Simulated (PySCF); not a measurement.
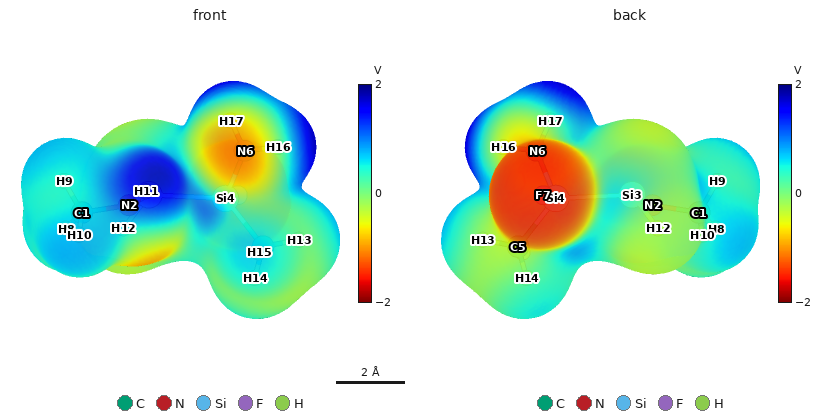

*C$_{2}$H$_{10}$FN$_{2}$Si$_{2}$ (doublet). The electrostatic potential painted on the density surface at 0.002 e/bohr³, seen from the front and from behind; the colour scale runs from red (negative) to blue (positive).*

Geometry: GFN2-xTB.

Theory: UKS B3LYP, pcH-1 on C F H N Si, non-relativistic, mean-field spin-orbit, GIAO (PySCF).

```yaml
atoms:
  - { symbol: C, position_ang: [1.9955, 1.5505, -1.9846] }
  - { symbol: N, position_ang: [1.0536, 1.0311, -1.0304] }
  - { symbol: Si, position_ang: [1.3725, -0.3049, 0.0232] }
  - { symbol: Si, position_ang: [-0.5699, -0.9145, 1.0267] }
  - { symbol: C, position_ang: [-2.2311, -1.3811, 0.2141] }
  - { symbol: N, position_ang: [-0.9505, 0.3107, 2.1825] }
  - { symbol: F, position_ang: [-0.1254, -2.2938, 1.7962] }
  - { symbol: H, position_ang: [2.6248, 0.7349, -2.3328] }
  - { symbol: H, position_ang: [2.6443, 2.3239, -1.5575] }
  - { symbol: H, position_ang: [1.4710, 1.9784, -2.8424] }
  - { symbol: H, position_ang: [0.4230, 1.7469, -0.7014] }
  - { symbol: H, position_ang: [2.0371, -1.2557, -0.8911] }
  - { symbol: H, position_ang: [-2.9632, -1.7071, 0.9497] }
  - { symbol: H, position_ang: [-2.0929, -2.1946, -0.4927] }
  - { symbol: H, position_ang: [-2.6538, -0.5419, -0.3295] }
  - { symbol: H, position_ang: [-1.8173, 0.2600, 2.6929] }
  - { symbol: H, position_ang: [-0.2246, 0.6693, 2.7798] }
```

Describe the electrostatic potential map.

Answer. The most negative region (about −1.5 V, or −35 kcal/mol for a unit charge) lies over F7, the most positive (about +1.7 V, or +39 kcal/mol for a unit charge) over H11, H16 and H17.
